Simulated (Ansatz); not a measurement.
**HF/3-21G run of C2F6 (hexafluoroethane)**

Aim: the electronic atomisation energy of C2F6 (hexafluoroethane) at HF/3-21G, from 3 runs. 

The results are computed with Ansatz 0.2.0.

48 further runs of the same task are left out: 10 that didn't finish, 38 set aside as unsound or not needed. Runs told in other sessions of the task aren't counted.

## (1) The system as given

The species is C2F6 (8 atoms), meant as a singlet with charge 0. As SMILES, `FC(F)(F)C(F)(F)F`. The coordinates come from a PBE0-D4/def2-TZVP relaxation.

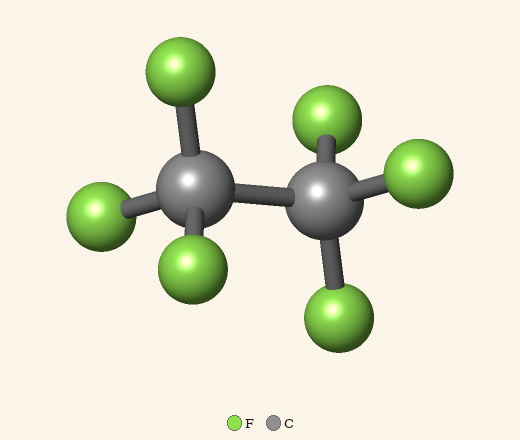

Viewed from a chosen angle; fluorine green, carbon grey.

## (2) The energy at HF/3-21G

Input file job.yaml:

```yaml
crystal:
  periodic: [false, false, false]
  atoms:
    - {symbol: F, position_ang: [1.065570, -0.767260, 1.152000]}
    - {symbol: C, position_ang: [0.662650, -0.397300, -0.054910]}
    - {symbol: F, position_ang: [1.596070, 0.361280, -0.610920]}
    - {symbol: F, position_ang: [0.478560, -1.476610, -0.801220]}
    - {symbol: C, position_ang: [-0.662670, 0.397270, 0.054890]}
    - {symbol: F, position_ang: [-0.477000, 1.479670, 0.796360]}
    - {symbol: F, position_ang: [-1.068680, 0.762200, -1.152500]}
    - {symbol: F, position_ang: [-1.594500, -0.359250, 0.616310]}
basis:
  gaussian:
    orbitals: 3-21G.json
hamiltonian:
  xc: hf
accuracy: high
output: {orbitals: {seedname: orbitals}}
```

The basis set 3-21G is read from a file made from the Basis Set Exchange's data (not shown).

Run with:

```
$ ansatz run job.yaml --threads 1 --pin off --max-ram 3480MiB --events-out events.jsonl --progress --plain --runs-dir runs
```

What it wrote:

```text
Warning: RAYON_NUM_THREADS=1 ignored (pool sized by the plan → 1); use --threads N
Functional definition: HF
  name "HF"
  exchange = exact_x
  correlation = 0
1620 factors; integrals over basis functions are off by at most 2.2e-8 eV
mean field evaluation 1: about -18190.4665 eV, gradient 5.4e1 eV
mean field evaluation 2: about -18191.0407 eV, gradient 5.4e1 eV
mean field evaluation 4: about -18197.3472 eV, gradient 3.4e0 eV
mean field evaluation 8: about -18197.4193 eV, gradient 1.6e-1 eV
mean field evaluation 16: about -18197.4195 eV, gradient 1.2e-7 eV
mean field -18197.41946802 eV, -668.7428307958 hartree, gradient 2.3e-8 eV, S^2 0.000000; 0 other end points of the search recorded, 0 dependent functions left out
reference -18197.41946802 eV, -668.7428307958 hartree; 33, 33 occupied and 39, 39 virtual orbitals, 1620 factors
Total energy: -18197.41946802 eV, -668.7428307958 hartree
```

It took 1.6 s on 1 thread of Arm Neoverse V1, shared host; peak memory 0.2 GiB.

## (3) The C atom at the same level

Input file job.yaml:

```yaml
crystal:
  periodic: [false, false, false]
  atoms:
    - symbol: C
      position_ang: [0.000000, 0.000000, 0.000000]
basis:
  gaussian: {orbitals: 3-21G.json}
magnetization: {spin_polarized: true, initial_magnetization: 2}
hamiltonian: {xc: hf}
accuracy: high
```

The basis set 3-21G is read from a file made from the Basis Set Exchange's data (not shown).

Run the same way, it converges to -37.48107 Eh (log not shown).

## (4) The F atom, same level

Input file molecule.yaml:

```yaml
basis:
  gaussian: {orbitals: 3-21G.json}
crystal:
  periodic: [false, false, false]
  atoms:
    - {symbol: F, position_ang: [0.000000, 0.000000, 0.000000]}
accuracy: high
hamiltonian: {xc: hf}
magnetization: {spin_polarized: true, initial_magnetization: 1}
```

The basis set 3-21G is read from a file made from the Basis Set Exchange's data (not shown).

Run with:

```
$ ansatz run molecule.yaml --threads 1 --pin off --max-ram 3480MiB --events-out events.jsonl --progress --plain --runs-dir runs
```

What it wrote:

```text
Warning: RAYON_NUM_THREADS=1 ignored (pool sized by the plan → 1); use --threads N
[... 4 set-up lines as earlier in the session ...]
42 factors; integrals over basis functions are off by at most 1.1e-8 eV
mean field evaluation 1: about -2689.6565 eV, gradient 4.1e0 eV
mean field evaluation 2: about -2689.6568 eV, gradient 4.1e0 eV
mean field evaluation 4: about -2689.7090 eV, gradient 3.8e-1 eV
mean field evaluation 8: about -2689.7097 eV, gradient 1.4e-7 eV
mean field evaluation 16: about -2689.7097 eV, gradient 2.7e-2 eV
mean field -2689.70972651 eV, -98.8450092986 hartree, gradient 5.0e-8 eV, S^2 0.750308; 0 other end points of the search recorded, 0 dependent functions left out
reference -2689.70972651 eV, -98.8450092986 hartree; 5, 4 occupied and 4, 5 virtual orbitals, 42 factors
Total energy: -2689.70972651 eV, -98.8450092986 hartree
```

Wall time 0.04 s (1 thread of Arm Neoverse V1, shared host).

## (5) Outcome

At HF/3-21G:

```
                     quantity          value
       molecule: total energy  -668.74283 Eh
        molecule: HOMO energy      -15.86 eV
        molecule: LUMO energy        7.57 eV
      molecule: HOMO–LUMO gap       23.43 eV
         C atom: total energy   -37.48107 Eh
                 C atom: ⟨S²⟩          2.001
         F atom: total energy   -98.84501 Eh
                 F atom: ⟨S²⟩          0.750
electronic atomisation energy      19.337 eV
```

**Reading.** Taking the molecule apart into free atoms costs 19.34 eV (446 kcal/mol), before zero-point energy and without spin-orbit coupling. Hartree–Fock lacks the correlation of the bonding pairs, which as a rule makes this value much too low; in minimal bases other errors can mask that. The basis has no polarisation functions, which makes bonds too weak.
